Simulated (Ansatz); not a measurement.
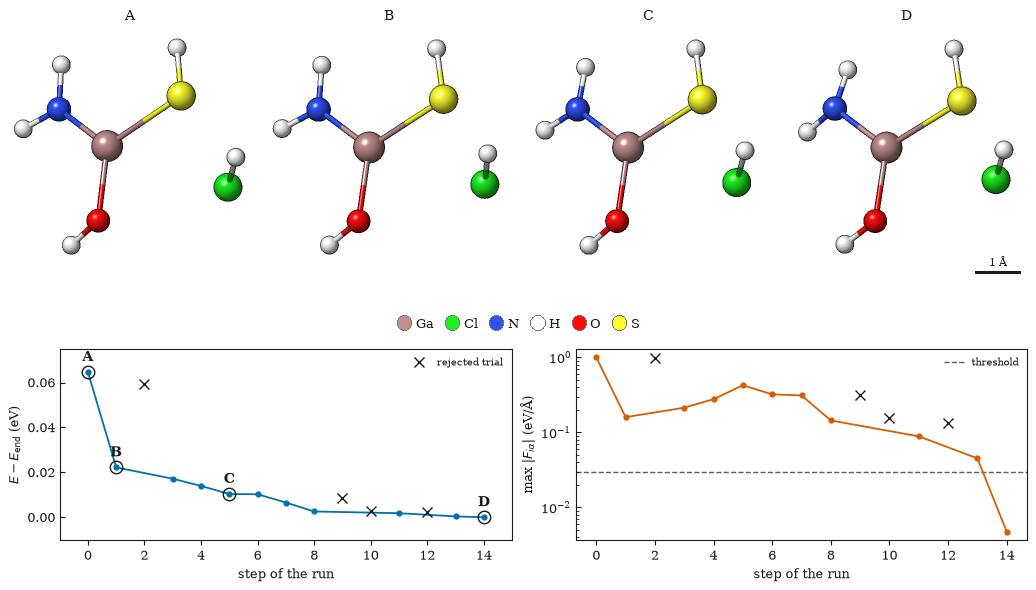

Frames of a relaxation of GaNH5SOCl, marked on the history of the run. The picture is a ball-and-stick view, seen face on.

The run prepares an end point of a later path (reaction) calculation, from a guessed geometry.

All numbers below come from Ansatz, RKS PBE0/def2-SVP.

The input:
```yaml
crystal:
  periodic: [false, false, false]
  atoms:
    - { symbol: Ga, position_ang: [-0.008786, 0.68225, -0.279649] }
    - { symbol: Cl, position_ang: [-0.077202, -0.321616, 3.008228] }
    - { symbol: "N", position_ang: [1.575679, 0.037992, -0.854463] }
    - { symbol: H, position_ang: [1.687054, -0.818315, -1.382542] }
    - { symbol: H, position_ang: [2.440011, 0.563405, -0.793176] }
    - { symbol: O, position_ang: [-1.59392, -0.063734, -0.58254] }
    - { symbol: H, position_ang: [-1.565698, -0.971599, -0.900403] }
    - { symbol: S, position_ang: [-0.154741, 2.68287, 0.752489] }
    - { symbol: H, position_ang: [1.18642, 2.784776, 0.919707] }
    - { symbol: H, position_ang: [-0.314516, 0.95277, 2.67985] }
basis:
  gaussian: { orbitals: def2-SVP }
hamiltonian:
  xc: pbe0
relax:
  f_tol: 0.03
  max_steps: 50
output:
  orbitals: {}
```

Run as
```bash
ansatz run input.yaml --threads 4 --pin off --max-ram 5120MiB --backend cpu --events-out ev --progress --plain --runs-dir out
```

Describe the path.

Answer. The atom that moves furthest after the best rigid fit is H5 (0.29 Å). Largest moves by element: H 0.29 Å, Cl 0.26 Å, S 0.15 Å, N 0.09 Å, Ga 0.06 Å, O 0.04 Å. Near-neighbour distances that change, for instance: Ga1–Cl2 3.438 → 3.192 Å, Ga1–S8 2.256 → 2.230 Å, Cl2–H10 1.337 → 1.312 Å, Ga1–N3 1.804 → 1.814 Å. Among the angles between lasting bonds that change: Ga1–N3–H4 124.4° → 120.0°, Ga1–N3–H5 123.0° → 119.8°. Over 10 accepted moves (14 points after the start) the energy falls by 0.065 eV. The largest force component goes from 1 to 0.0047 eV/Å. The line search rejected the trial steps at points 2, 9, 10, 12 of the run. The run took 27 s on 4 threads of Intel(R) Xeon(R) Platinum 8488C (Sapphire Rapids), on a shared host, peak memory 0.35 GiB. From step 0 to 1: H10 moves most (0.20 Å), energy −0.043 eV. From step 1 to 5: Cl2 moves most (0.17 Å), energy −0.012 eV. From step 5 to 14: Cl and H atoms move most (0.10 Å), energy −0.010 eV.

Limits of the set-up: the start holds two separate molecules, 2.6 Å apart at their closest, whose relative position is a soft coordinate and is computed without a dispersion correction.
